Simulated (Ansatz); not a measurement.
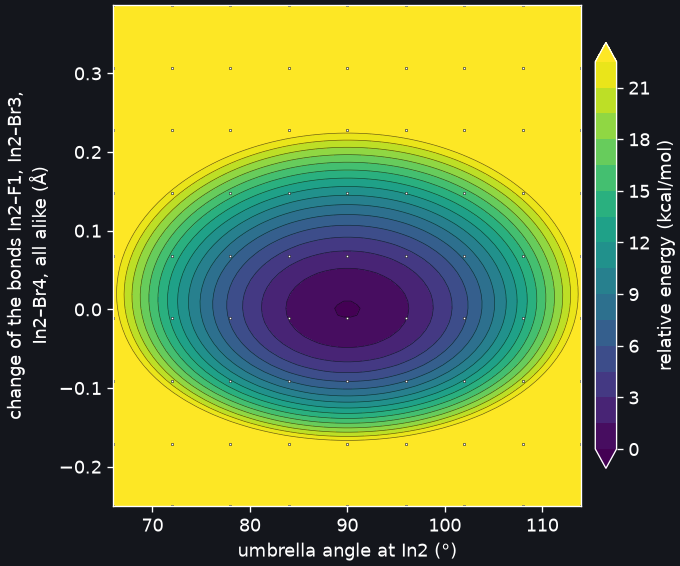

Br₂FIn, SMILES [F][In]([Br])[Br]. Coordinates scanned: (1) umbrella angle at In2 (between each of its bonds and their common axis; 90 is planar); (2) change of the bonds In2–F1, In2–Br3, In2–Br4, all alike. Nothing is relaxed (all other coordinates rigid). The scan uses a 9 × 9 grid; 45 points were computed and 36 follow by symmetry. Points are written as (first, second). Energies are in kcal/mol, from the lowest grid point. The calculation used Ansatz, RKS BHLYP-D4/def2-SVP.

The picture shows filled contours, dots at the grid points, one colour for all values above the top of the scale. Between grid points the surface is interpolated.

### Estimate the position of the minimum and the force constants in these coordinates.

The interpolated minimum is at the first coordinate ≈ 90.0°, the second coordinate ≈ 0.000 Å. The curvatures there are about 11 eV/rad² and 54 eV/Å², with a cross term of about 0 eV/(rad·Å). Round the minimum the two coordinates are nearly uncoupled. (1 eV is 23.1 kcal/mol.)
